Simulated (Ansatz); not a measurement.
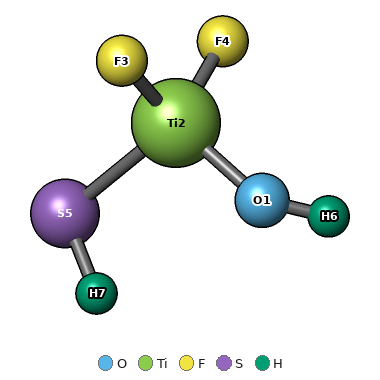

The system is F2H2OSTi, SMILES [OH][Ti]([F])([F])[SH]; the picture shows the reference structure. First axis: angle O1–Ti2–S5. Second axis: dihedral O1–Ti2–S5–H7. Nothing is relaxed (all other coordinates rigid). The grid has 9 × 9 points. Points are written as (first, second). Energies: kJ/mol, counted from the lowest grid point. Energies and slopes of some neighbouring points disagree (a jump in structure or state, or too coarse a mesh). Computed with Ansatz, RKS B3LYP-D4/def2-SVP.

Its coordinates:

```xyz
7

O    -0.7072    0.4567    1.1195
Ti    0.0459   -0.5918   -0.0722
F     1.1879   -1.6572    0.7126
F    -1.1118   -1.5630   -0.9378
S     1.1349    0.7516   -1.5946
H    -1.5623    0.7252    1.4771
H     1.0738    1.8104   -0.7504
```

Range: angle O1–Ti2–S5 from 62.6 to 152.6°; dihedral O1–Ti2–S5–H7 from −180 to 140°.

What will the energy surface look like?

The lowest grid point is at (107.6°, −180°). Other grid points that lie below all their neighbours: (107.6°, 20°) (2.5 kJ/mol higher). The highest grid point, (62.6°, −20°), lies 302 kJ/mol above the lowest.

| dihedral O1–Ti2–S5–H7 ↓, angle O1–Ti2–S5 → | 62.6 | 73.9 | 85.1 | 96.4 | 107.6 | 118.9 | 130.1 | 141.4 | 152.6 |
| --- | --- | --- | --- | --- | --- | --- | --- | --- | --- |
| 140 | 232 | 108 | 44 | 14 | 4 | 12 | 36 | 77 | 139 |
| 100 | 290 | 144 | 64 | 23 | 8 | 12 | 34 | 74 | 134 |
| 60 | 271 | 132 | 56 | 18 | 5 | 11 | 34 | 75 | 136 |
| 20 | 288 | 122 | 46 | 12 | 2 | 11 | 36 | 79 | 142 |
| −20 | 302 | 128 | 49 | 14 | 4 | 11 | 36 | 78 | 141 |
| −60 | 278 | 136 | 59 | 21 | 7 | 12 | 34 | 75 | 135 |
| −100 | 291 | 146 | 65 | 24 | 9 | 13 | 35 | 75 | 135 |
| −140 | 229 | 108 | 44 | 13 | 4 | 12 | 37 | 79 | 141 |
| −180 | 191 | 82 | 29 | 5 | 0 | 10 | 36 | 80 | 143 |

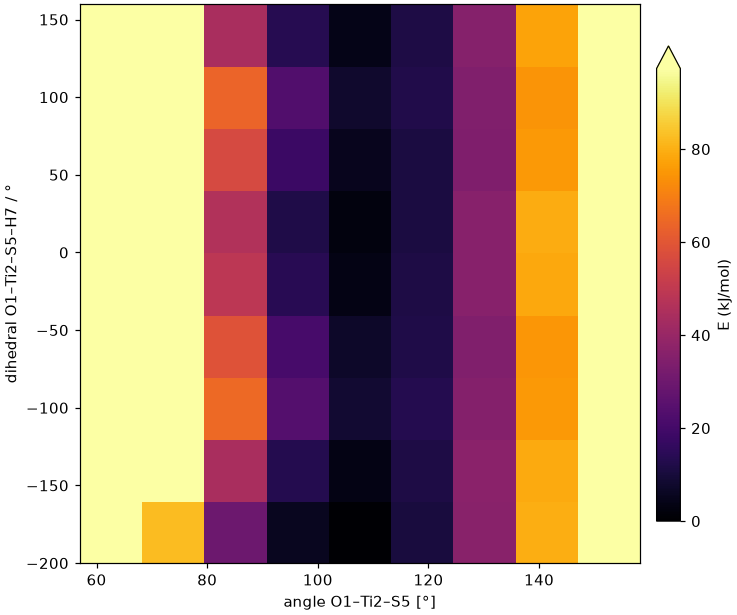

In the figure: one coloured cell a grid point, one colour for all values above the top of the scale.

Time for the 81 points that were run: 9 min on 1 thread of Arm Neoverse V2 (shared host).
